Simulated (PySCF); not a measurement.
Molecule: Sn(Vi)(OH)2(OEt), C4H10O3Sn, SMILES C=[CH][Sn]([OH])([OH])[O]CC. Atoms near the plane z = 0.0 Å, at the GFN2-xTB optimised geometry (x, y, z in Å): Sn3 (-0.8, -1.7, 0.0), O4 (1.1, -1.7, 0.0), O6 (-1.5, 0.2, 0.0), C7 (-0.9, 1.3, 0.6), H12 (1.5, -2.2, 0.8), H14 (-1.5, 2.2, 0.2), H15 (0.1, 1.4, 0.2).

Calculation: PySCF 2.14.0 with PBE0/def2-SVP, def2 effective core potentials past Kr. The core electrons that the potentials of Sn replace are not part of the density. Cells within 0.4 Å of a nucleus heavier than hydrogen are left out (blank, or x). The values are rescaled to run from 0 to 1.

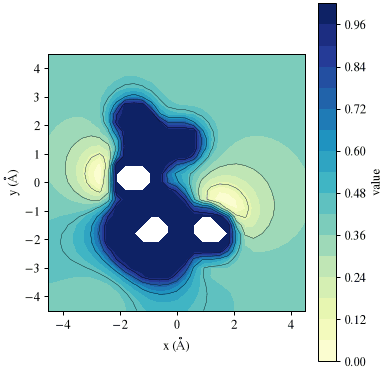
Fig. 1. a field on the plane z = 0.0 Å.

Question: Which quantity is mapped?
A. deformation density (molecule minus spherical neutral atoms)
B. Laplacian of the electron density
C. electrostatic potential
D. an orbital amplitude

Answer: C, electrostatic potential. In full: electrostatic potential (hartree/e), clipped to [-0.08, 0.12].
